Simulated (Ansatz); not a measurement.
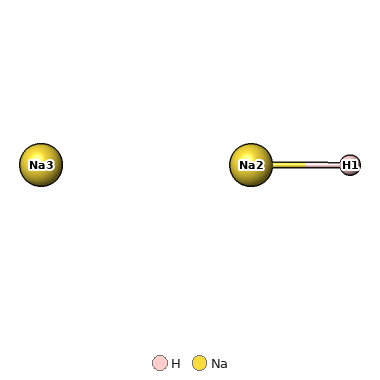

The system is H + Na₂, spin multiplicity 2; the picture shows the reference structure. Coordinates scanned: (1) distance H1–Na2; (2) distance Na2–Na3. Nothing is relaxed (the angle H1–Na2–Na3 is fixed at 180 degrees). The scan uses an 11 × 11 grid. All energies are given in kcal/mol relative to H far from the relaxed NaNa (each part in its own basis). In part of the range the unrestricted reference is strongly spin-contaminated. Method: UHF/aug-cc-pVTZ (Ansatz).

Its coordinates:

```yaml
atoms:
  - { symbol: H, position_ang: [-1.9100, 0.0000, 0.0000] }
  - { symbol: Na, position_ang: [0.0000, 0.0000, 0.0000] }
  - { symbol: Na, position_ang: [4.0510, 0.0000, 0.0000] }
```

Range: distance H1–Na2 from 1.576 to 3.176 Å; distance Na2–Na3 from 2.656 to 4.256 Å.

What will the energy surface look like?

The lowest grid point is at distance H1–Na2 = 1.910 Å, distance Na2–Na3 = 4.051 Å, −23.6 kcal/mol from H far from the relaxed NaNa (each part in its own basis). No other kind of well shows on this grid. The highest grid point, distance H1–Na2 = 3.176 Å, distance Na2–Na3 = 2.656 Å, lies 26.1 kcal/mol above the lowest.

```tsv
distance Na2–Na3 ↓, distance H1–Na2 →	1.576	1.656	1.773	1.910	2.062	2.226	2.400	2.582	2.773	2.971	3.176
4.256	−13.2	−17.8	−21.9	−23.5	−22.8	−20.2	−16.3	−12.1	−8.8	−6.5	−4.9
4.051	−13.1	−17.8	−21.9	−23.6	−22.9	−20.4	−16.5	−12.3	−9.0	−6.7	−5.1
3.853	−12.9	−17.6	−21.7	−23.4	−22.8	−20.3	−16.5	−12.4	−9.1	−6.8	−5.2
3.662	−12.5	−17.2	−21.3	−23.1	−22.5	−20.1	−16.3	−12.2	−9.0	−6.7	−5.2
3.480	−11.7	−16.5	−20.6	−22.4	−21.9	−19.5	−15.8	−11.8	−8.7	−6.5	−5.1
3.306	−10.7	−15.4	−19.6	−21.4	−20.9	−18.5	−14.8	−11.0	−8.0	−6.0	−4.6
3.142	−9.2	−13.9	−18.1	−19.9	−19.4	−17.1	−13.5	−9.8	−7.0	−5.1	−3.8
2.990	−7.3	−12.1	−16.2	−18.0	−17.5	−15.2	−11.7	−8.2	−5.5	−3.7	−2.6
2.853	−5.1	−9.9	−14.0	−15.8	−15.3	−13.0	−9.5	−6.2	−3.7	−2.0	−0.9
2.736	−2.8	−7.5	−11.6	−13.4	−12.9	−10.6	−7.2	−4.0	−1.7	−0.1	0.9
2.656	−0.9	−5.6	−9.7	−11.5	−11.0	−8.6	−5.3	−2.2	0.0	1.6	2.5
```

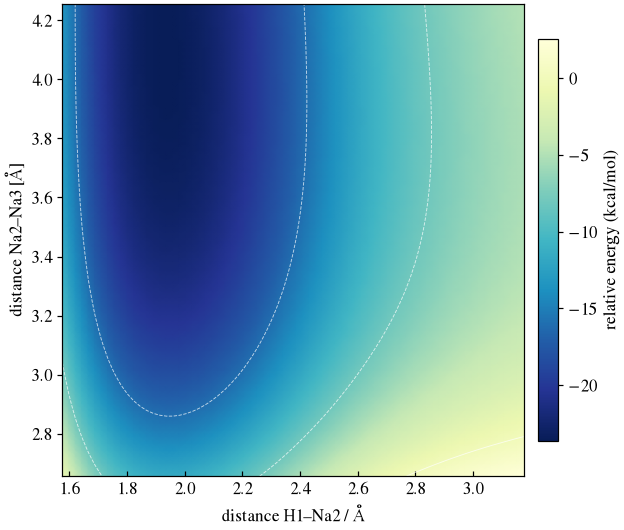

In the figure: a smooth colour map with a few white contour lines. Between grid points the surface is interpolated.

Each point was launched as `ansatz run input.yaml --threads 1 --pin off --max-ram 2560MiB --backend cpu --events-out ev --progress --plain --runs-dir out`. Time for the 121 points that were run: 7.8 min on 1 thread of Arm Neoverse V2, with other jobs on the host.
